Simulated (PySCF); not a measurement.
System: H$_{4}$LaS$_{4}$ (charge −1).

```xyz
9

La    0.0000    0.0000    0.0000
S     1.7519    1.5057    1.5705
H     2.7886    1.0645    0.8180
S    -1.7519   -1.5057    1.5705
H    -2.7886   -1.0645    0.8180
S     1.5058   -1.7518   -1.5706
H     1.0649   -2.7886   -0.8180
S    -1.5058    1.7518   -1.5706
H    -1.0649    2.7886   -0.8180
```

Core potentials replace the inner electrons of La.

Computed with RKS PBE0, La lcecp-1-SVP with ECP46, S def2-SVP, H def2-SVP; non-relativistic Hamiltonian with scalar-relativistic core potentials where named; density fitting in PySCF.

What can the converged electron density and electron localisation function tell about the bonding?

Answer. La–S (2.79 Å): ρ at the midpoint is about 0.33 e/Å³; the ELF peaks at about 0.90 in the valence shell of S, 0.9 Å from its nucleus, and is about 0.30 at the midpoint (a largely ionic contact).

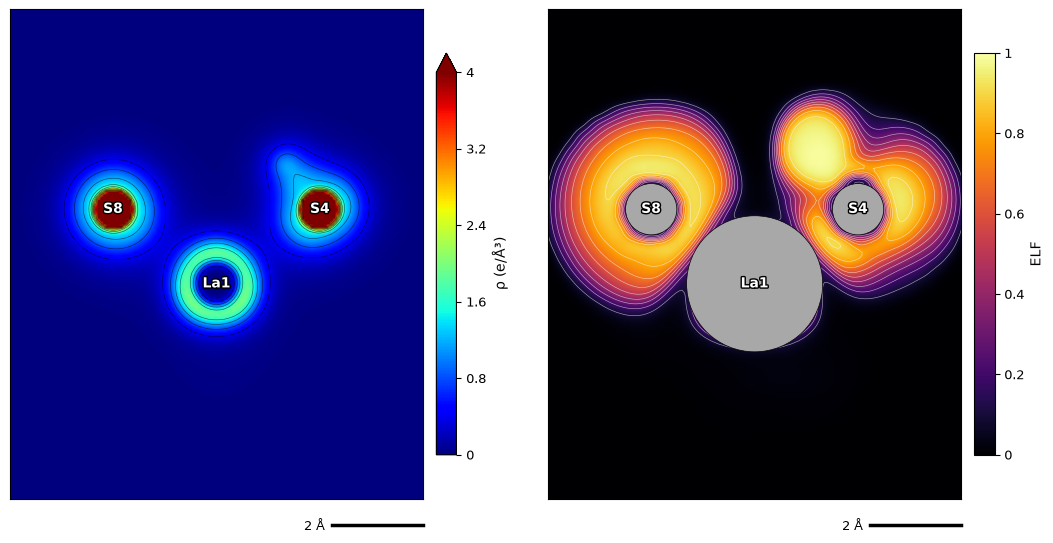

Computed electron density and electron localisation function on the plane of atoms S4, La1 and S8, in this order. Grey discs cover the atomic cores in the ELF map. 
